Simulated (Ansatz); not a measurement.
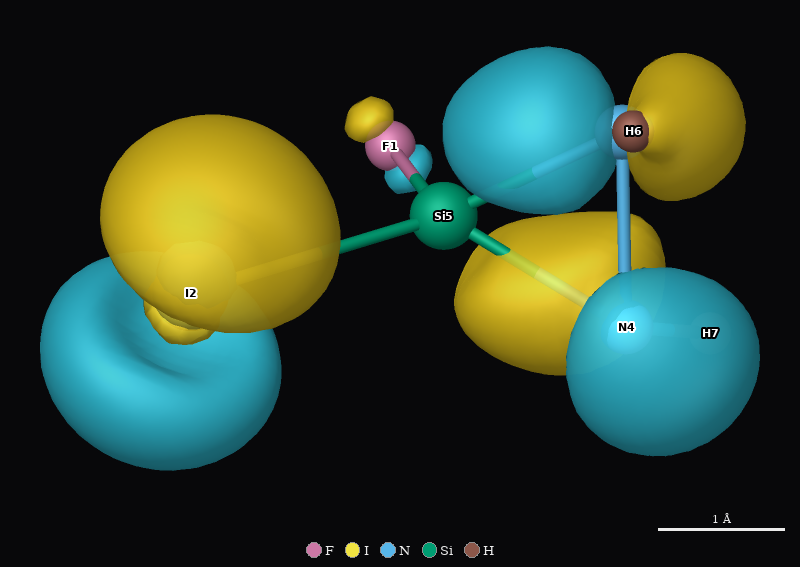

The picture shows: FH2IN2Si (SMILES F[Si]1(I)NN1). The HOMO−1 at ±0.15 Å⁻³ᐟ² (yellow and cyan are the two phases), seen from one side.

Geometry: B3LYP-D3(BJ)/def2-SVP; core potentials replace the inner electrons of I.

These are results of isolated molecule in a Gaussian basis; Kohn-Sham density functional theory, functional PBE0 (Ansatz 0.2.0), not measurements.

```xyz
7

F    -1.3477    2.0687    1.4063
I     1.1962    1.8876   -0.6820
N    -1.3297   -0.5773    0.3989
N    -0.1727   -0.6026    1.5103
Si   -0.4962    0.8855    0.7192
H    -0.9956   -1.1734   -0.3614
H    -0.6550   -0.7799    2.3952
```

> Describe this orbital and give its energy.

By Hirshfeld shares it lies mainly on I2 (about 40 %), N4 (about 30 %), N3 (about 15 %) and Si5 (about 10 %). Its energy is −8.13 eV.
